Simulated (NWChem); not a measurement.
# CHSe (SMILES [CH]=[Se]): levels of theory compared

Aim: a comparison of 6 runs (UHF/STO-3G, UHF/3-21G, UB3LYP/3-21G, UPBE0/def2-SVP, UB3LYP/6-31G*, UPBE0/aug-cc-pVDZ) of CHSe. 

Program for the calculation: NWChem 7.3.0.

1 further run of the same task is left out (set aside as unsound or not needed).

### 1 Starting point

CHSe has 3 atoms, charge 0, and is taken as a doublet. SMILES: `[CH]=[Se]`. Geometry: a GFN2-xTB relaxation, a rough one for these elements and not checked as a minimum.

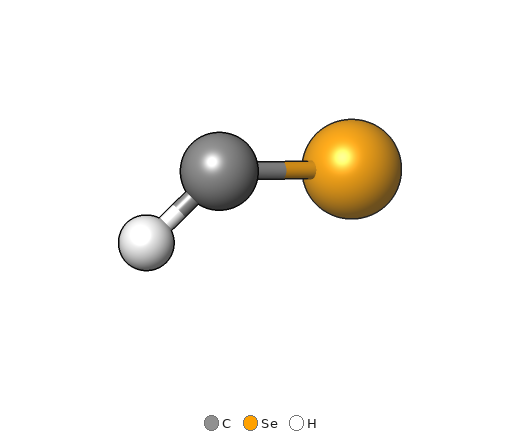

The structure, seen from a chosen angle (carbon grey, selenium orange, hydrogen white).

### 2 Energy and forces at UHF/STO-3G (run 1)

calc.xyz

```xyz
3

C     -0.361730     0.176040    -0.175970
Se     1.050190     0.631980     0.644060
H     -0.688460    -0.808020    -0.468090
```

run.py

```python
from ase.io import read
from ase.calculators.nwchem import NWChem

molecule = read('calc.xyz')

calc = NWChem(
    label='calc',
    theory='scf',
    memory='2200 mb',
    basis='STO-3G',
    basispar='spherical bse',
    scf={'nopen': '1', 'uhf': None, 'thresh': '1e-08', 'maxiter': '80'},
)
molecule.calc = calc

forces = molecule.get_forces()
print("Total energy (eV):", round(molecule.get_potential_energy(), 6))
print("forces (eV/A):")
for s, f in zip(molecule.symbols, forces):
    print(f"{s:2s} {f[0]:10.5f} {f[1]:10.5f} {f[2]:10.5f}")
```

On the command line:

```
$ export ASE_NWCHEM_COMMAND="nwchem PREFIX.nwi > PREFIX.nwo"
$ python run.py
```

What it wrote:

```text
Total energy (eV): -65618.626009
forces (eV/A):
C    -1.45154   -0.48409   -0.84481
Se    1.88791    0.83304    1.12249
H    -0.43637   -0.34895   -0.27768
```

The calculator wrote calc.nwi:

```
title "calc"

permanent_dir calc

scratch_dir calc

start calc

geometry units angstrom nocenter noautosym noautoz
  C  -3.6173000000000000e-01 1.7604000000000000e-01 -1.7596999999999999e-01
  Se 1.0501900000000000e+00 6.3197999999999999e-01 6.4405999999999997e-01
  H  -6.8845999999999996e-01 -8.0801999999999996e-01 -4.6809000000000001e-01
end

memory 2200 mb

basis spherical bse noprint
   * library STO-3G
end

scf
  nopen 1
  uhf
  thresh 1e-08
  maxiter 80
end

task scf gradient
```

calc.nwo, cut to the lines that bear on the results:

```text
[...]
      One electron energy =  -3523.164977869616
[... 1 line left out ...]
 Nuclear repulsion energy =     73.776129320796
[... 36 lines left out ...]
          Final beta eigenvalues
[... 142 lines left out ...]
                     UHF Final Beta Molecular Orbital Analysis
[...]
  wavefunction    =   UHF
                         UHF ENERGY GRADIENTS
    atom               coordinates                        gradient
                 x          y          z           x          y          z
   1 C      -0.683571   0.332667  -0.332535    0.028228   0.009414   0.016429
   2 Se      1.984571   1.194269   1.217097   -0.036714  -0.016200  -0.021829
   3 H      -1.301001  -1.526936  -0.884562    0.008486   0.006786   0.005400
[...]
```

Run time: 4.5 s. Hardware: 1 thread of Intel Xeon Platinum 8375C at 2.90GHz (Ice Lake), shared host; peak memory 0.099 GiB.

### 3 Energy and forces at UHF/3-21G (run 2)

a.xyz

```xyz
3
CHSe hf
C     -0.361730     0.176040    -0.175970
Se     1.050190     0.631980     0.644060
H     -0.688460    -0.808020    -0.468090
```

run.py

```python
from ase.io import read
from ase.calculators.nwchem import NWChem

system = read('a.xyz')

calc = NWChem(
    label='a',
    theory='scf',
    memory='2200 mb',
    basis='3-21G',
    basispar='spherical bse',
    scf={'nopen': '1', 'uhf': None, 'thresh': '1e-08', 'maxiter': '80'},
)
system.calc = calc

forces = system.get_forces()
e = system.get_potential_energy()
print(f"E = {e:.6f} eV")
print("forces (eV/A):")
for s, f in zip(system.symbols, forces):
    print(f"{s:2s} {f[0]:10.5f} {f[1]:10.5f} {f[2]:10.5f}")
```

On the command line:

```
$ export ASE_NWCHEM_COMMAND="nwchem PREFIX.nwi > PREFIX.nwo"
$ python run.py
```

What it wrote:

```text
E = -66031.849928 eV
forces (eV/A):
C    -2.39596   -1.53042   -1.47972
Se    2.73648    1.19793    1.62591
H    -0.34052    0.33250   -0.14624
```

The calculator wrote a.nwi:

```
title "a"

permanent_dir a

scratch_dir a

start a

geometry units angstrom nocenter noautosym noautoz
  C  -3.6173000000000000e-01 1.7604000000000000e-01 -1.7596999999999999e-01
  Se 1.0501900000000000e+00 6.3197999999999999e-01 6.4405999999999997e-01
  H  -6.8845999999999996e-01 -8.0801999999999996e-01 -4.6809000000000001e-01
end

memory 2200 mb

basis spherical bse noprint
   * library 3-21G
end

scf
  nopen 1
  uhf
  thresh 1e-08
  maxiter 80
end

task scf gradient
```

a.nwo, cut to the lines that bear on the results:

```text
[...]
      One electron energy =  -3528.934947551061
[... 1 line left out ...]
 Nuclear repulsion energy =     73.776129320796
[... 43 lines left out ...]
          Final beta eigenvalues
[... 211 lines left out ...]
                     UHF Final Beta Molecular Orbital Analysis
[...]
  wavefunction    =   UHF
                         UHF ENERGY GRADIENTS
    atom               coordinates                        gradient
                 x          y          z           x          y          z
   1 C      -0.683571   0.332667  -0.332535    0.046594   0.029762   0.028776
   2 Se      1.984571   1.194269   1.217097   -0.053216  -0.023296  -0.031619
   3 H      -1.301001  -1.526936  -0.884562    0.006622  -0.006466   0.002844
[...]
```

It took 8.1 s on 1 thread of Intel Xeon Platinum 8375C at 2.90GHz (Ice Lake), shared host; peak memory 0.099 GiB.

Runs 3 to 5 aren't shown in full; the table further down has their settings and results.

### 4 Energy and gradient at UPBE0/aug-cc-pVDZ (run 6)

mol.nw

```
start mol
title "CHSe PBE0"
memory stack 880 mb heap 220 mb global 1100 mb

geometry units au noautosym nocenter noautoz
C     -0.68357063     0.33266739    -0.33253511
Se     1.98457148     1.19426912     1.21709701
H     -1.30100085    -1.52693650    -0.88456190
end

basis "ao basis" spherical bse
* library aug-cc-pVDZ
end

dft
xc pbe0
mult 2
grid xfine
convergence energy 1e-08
maxiter 100
mulliken
print medium
end

task dft gradient
```

On the command line:

```
$ nwchem mol.nw > mol.out
```

What it wrote:

```text
[...]
          Wavefunction type:  spin polarized.
          No. of atoms     :     3
          No. of electrons :    41
[...]
          Charge           :     0
          Spin multiplicity:     2
[...]
          AO basis - number of functions:    68
[...]
              XC Information
              --------------
                         PBE0 Method XC Functional
                     Hartree-Fock (Exact) Exchange  0.250
          PerdewBurkeErnzerhof Exchange Functional  0.750
            Perdew 1991 LDA Correlation Functional  1.000 local
           PerdewBurkeErnz. Correlation Functional  1.000 non-local
[...]
 d= 0,ls=0.0,diis     1  -2439.7739373774 -2.51D+03  5.63D-03  5.86D-02     8.3
[...]
 d= 0,ls=0.0,diis    14  -2439.8031623450 -4.13D-10  7.90D-08  1.86D-11    73.7
[...]
         Total DFT energy =    -2439.803162345017
      One electron energy =    -3540.668099538610
           Coulomb energy =     1119.594518481430
    Exchange-Corr. energy =      -92.505705230136
 Nuclear repulsion energy =       73.776123942298
[...]
      Total Density - Mulliken Population Analysis
     ---------------------------------------------
    Atom       Charge   Shell Charges
 -----------   ------   -------------------------------------------------------
    1 C    6     6.21   2.02  0.72  0.76  0.06  1.80  0.76  0.03  0.04  0.02
    2 Se  34    33.54   2.00  2.00  2.03  1.07  0.79 -0.04  6.00  6.01  2.15  1.47  0.03  9.94  0.13 -0.04
    3 H    1     1.25   0.75  0.44  0.03  0.03  0.00
[...]
      <S2> =      0.7595 (Exact =     0.7500)
[...]
  wavefunction    = open shell
                         DFT ENERGY GRADIENTS
    atom               coordinates                        gradient
                 x          y          z           x          y          z
   1 C      -0.683571   0.332667  -0.332535   -0.001550  -0.010516  -0.002067
   2 Se      1.984571   1.194269   1.217097   -0.004938  -0.002990  -0.003030
   3 H      -1.301001  -1.526937  -0.884562    0.006487   0.013506   0.005097
[...]
```

It took 1.8 min on 1 thread of Intel Xeon Platinum 8375C at 2.90GHz (Ice Lake), shared host; peak memory 0.12 GiB.

### 5 The series

```tsv
run	level	iteration cap	module	energy (Eh)	dipole moment (D)	HOMO energy (eV)	LUMO energy (eV)	wall time
1	UHF/STO-3G	80	scf	-2411.440048	0.95	-6.13	4.30	4.5 s
2	UHF/3-21G	80	scf	-2426.625747	1.03	-8.40	0.91	8.1 s
3	UB3LYP/3-21G	100	dft	-2428.596191	1.20	-5.32	-2.53	12 s
4	UPBE0/def2-SVP	100	dft	-2439.500732	1.04	–	–	20 s
5	UB3LYP/6-31G* (Cartesian functions)	100	dft	-2439.901287	1.04	-5.60	-2.69	24 s
6	UPBE0/aug-cc-pVDZ	100	dft	-2439.803162	0.94	-6.07	-2.82	1.8 min
```

### 6 Results

```
                                 quantity           value
                      run 6: total energy  -2439.80316 Eh
                     run 6: dipole moment          0.94 D
run 6: HOMO energy (highest over α and β)        -6.07 eV
 run 6: LUMO energy (lowest over α and β)        -2.82 eV
                              run 6: ⟨S²⟩           0.759
          run 6: largest force on an atom      0.814 eV/Å
```

The dipole moment (its size) runs from 0.94 D (UPBE0/aug-cc-pVDZ) to 1.20 D (UB3LYP/3-21G). The two ends differ in method and basis. Totals of different functionals can't be ranked against each other. In run 1 the basis is minimal, so the values are rough. Spin contamination of the reference: run 1 ⟨S²⟩ = 1.32, run 2 ⟨S²⟩ = 1.21. All runs together took 3 min, the longest 1.8 min.
